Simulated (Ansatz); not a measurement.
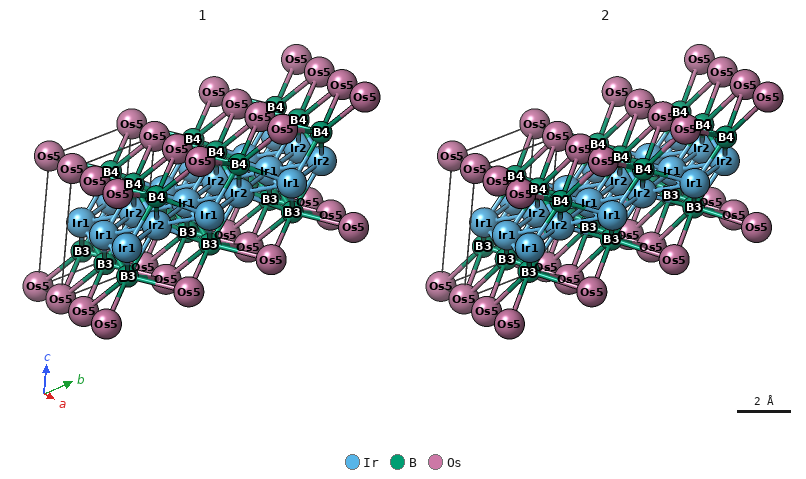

Two geometries of solid B2Ir2Os (a generated structure, set up in I4/mmm), drawn at one scale. One is the start of a relaxation, the other its converged end. A ball-and-stick model of the cell of the calculation, repeated 3 × 3 × 1 with one cell outlined, seen slightly off an axis.

These are results of DFT, PAW plane waves, r2SCAN (Ansatz), not measurements. Set-up: plane-wave cutoff 500 eV; k-point mesh 6 × 6 × 6; occupations fermi dirac; smearing width 0.0128 eV; no spin polarisation; atoms relaxed in a fixed cell; force threshold 0.03 eV/Å; at most 40 steps.

Which of the two is the end point?

Answer. Structure 1 is the relaxed one. The start is a swapped structure. The largest moves, 0.20 Å, are those of B3 and B4. B4 goes along [−1 −1 2]. Ir and Os stay in place. The lattice vectors keep their values. Near-neighbour distances that change, for instance: B3–B4 2.501 → 2.106 Å, Ir1–B3 2.131 → 2.253 Å, B3–Os5 2.742 → 2.658 Å. The space group stays I4/mmm (No. 139). After 3 geometry steps the energy has fallen by 47.4 meV per atom. Largest force component: 1.2 eV/Å at the start, 0.00052 eV/Å at the end. Cost: 32 s on 2 threads of Intel(R) Xeon(R) Platinum 8488C (Sapphire Rapids) (shared host), peak memory 0.65 GiB.
